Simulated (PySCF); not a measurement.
C6H8, SMILES C=C/C=C\C=C, singlet at its GFN2-xTB optimised geometry (Å):

```
14

C      2.8636     0.4784     0.0000
C      1.5348     0.5665     0.0000
C      0.6729    -0.5873     0.0000
C     -0.6727    -0.5873     0.0000
C     -1.5345     0.5665     0.0000
C     -2.8633     0.4782     0.0000
H      3.3659    -0.4753     0.0000
H      3.4935     1.3512     0.0000
H      1.0683     1.5413     0.0000
H      1.1861    -1.5414     0.0000
H     -1.1859    -1.5414     0.0000
H     -1.0681     1.5414     0.0000
H     -3.3653    -0.4757     0.0000
H     -3.4935     1.3508     0.0000
```

Method: B3LYP/def2-TZVP (PySCF). Cells within 0.4 Å of a nucleus heavier than hydrogen are left out (blank, or x).

Map of the log10 of the electron density (e/bohr³), floored at −4 on the plane z = 0.0 Å:

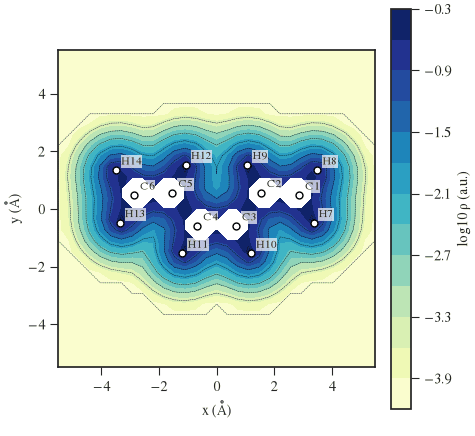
Fig. 1. Log10 of the electron density (e/bohr³), floored at −4 on the plane z = 0.0 Å.
